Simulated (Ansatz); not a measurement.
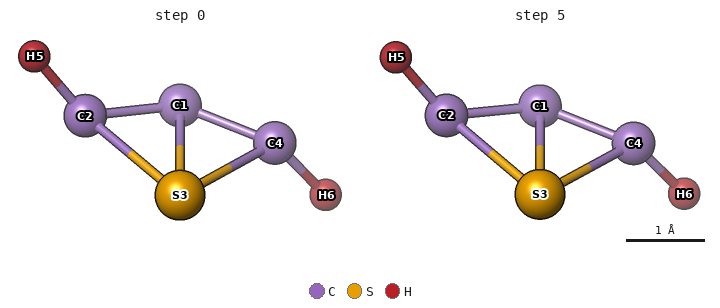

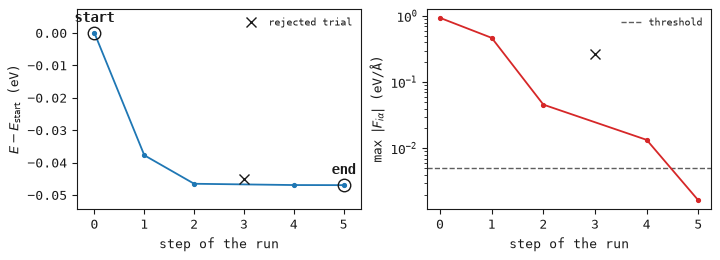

First and last geometry of a relaxation of C$_{3}$H$_{2}$S, with the history of the run. The picture is a ball-and-stick view, seen from a free direction.

The start comes from PBE-D4/def2-SVP.

The calculation used RKS PBE0-D4/def2-TZVP in Ansatz 0.2.0. Settings: force threshold 0.005 eV/Å; at most 150 steps.

What do the curves and the structures tell?

It converged. Over 4 accepted moves (5 points after the start) the energy falls by 0.047 eV. Largest force component: 0.94 eV/Å at the start, 0.0016 eV/Å at the end. The line search rejected the trial step at point 3 of the run. The largest moves after the best rigid fit, 0.026 Å, are those of H5 and H6. By element the largest moves are H 0.026 Å, C 0.019 Å, S 0.018 Å. Near-neighbour distances that change, for instance: C1–S3 1.968 → 1.931 Å, C2–S3 1.900 → 1.876 Å, C1–C2 1.342 → 1.322 Å, C2–H5 1.099 → 1.079 Å. The run took 18 s on 2 threads of Arm Neoverse V1, on a shared host.
